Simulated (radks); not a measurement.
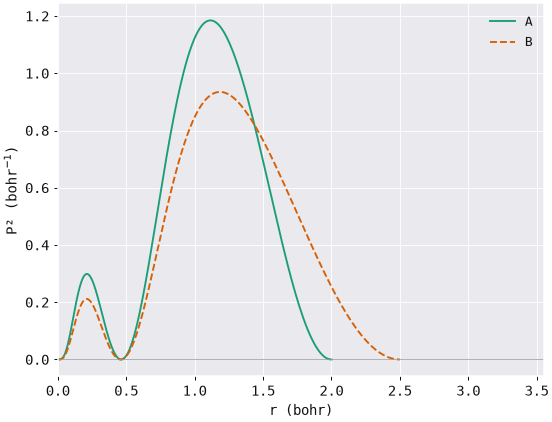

K⁻ (Z = 19, 20 electrons) in [Ar] 4s2 was computed in two surroundings: the hard spherical wall at 2 bohr; the hard spherical wall at 2.5 bohr. Theory: non-relativistic Kohn-Sham, r2SCAN, spin-polarised, spherical densities, point nucleus (computed with the in-house radial solver radks).

The plot shows P² of the 3p down orbital in both runs.

Q: Which curve belongs to which run?

Answer: A is the hard spherical wall at 2 bohr (⟨r⟩ = 1.11 bohr, eigenvalue 47.0 eV); B is the hard spherical wall at 2.5 bohr (⟨r⟩ = 1.27 bohr, eigenvalue 18.9 eV). The tighter surroundings squeeze the orbital.
